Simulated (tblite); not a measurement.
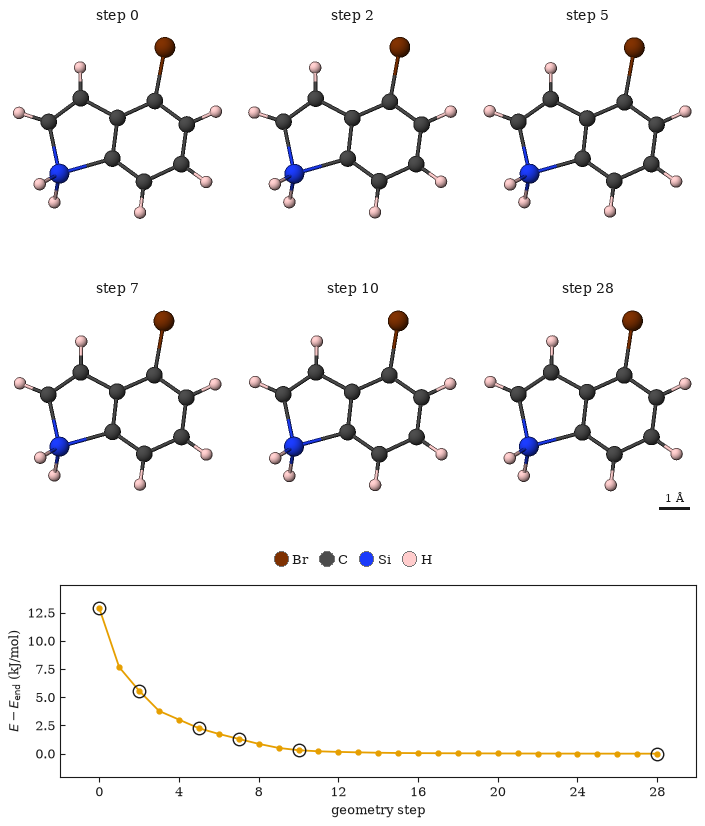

Frames of a relaxation of C8H7BrSi, marked on the history of the run. Style: ball-and-stick. Shown at a tilt.

Method: tblite, GFN2-xTB geometry optimisation, gas phase. 

Question: What happens along the run?

Answer: The energy falls by 12.9 kJ/mol in 28 geometry steps. An H atom moves most after the best rigid fit: 0.14 Å. By element the largest moves are H 0.14 Å, Br 0.08 Å, C 0.05 Å, Si 0.02 Å. Among the contacts that change: C–C 1.417 → 1.387 Å, Br–C 1.886 → 1.914 Å, H–Si 1.490 → 1.463 Å, C–C 1.474 → 1.455 Å. Bond angles that change, for instance: Si–C–H 121.3° → 127.4°, C–C–H 125.2° → 121.6°, H–Si–H 115.8° → 112.7°. The run took 0.28 s on 1 thread of Arm Neoverse V1 (shared host). From step 0 to 2: a C atom moves most (0.03 Å), energy −7.33 kJ/mol. From step 2 to 5: an H atom moves most (0.05 Å), energy −3.32 kJ/mol. From step 5 to 7: an H atom moves most (0.03 Å), energy −0.95 kJ/mol. From step 7 to 10: an H atom moves most (0.04 Å), energy −1.00 kJ/mol. From step 10 to 28: the Br atom moves most (0.02 Å), energy −0.31 kJ/mol.

```
step  E − E(0), kJ/mol
   0              0.00
   1             -5.24
   2             -7.33
   3             -9.12
   4             -9.89
   5            -10.66
   6            -11.16
   7            -11.61
   8            -12.04
   9            -12.40
  10            -12.61
  11            -12.70
  12            -12.76
  13            -12.80
  14            -12.83
  15            -12.85
  16            -12.87
  17            -12.87
  18            -12.88
  19            -12.89
  20            -12.89
  21            -12.90
  22            -12.90
  23            -12.91
  24            -12.91
  25            -12.91
  26            -12.91
  27            -12.91
  28            -12.91
```
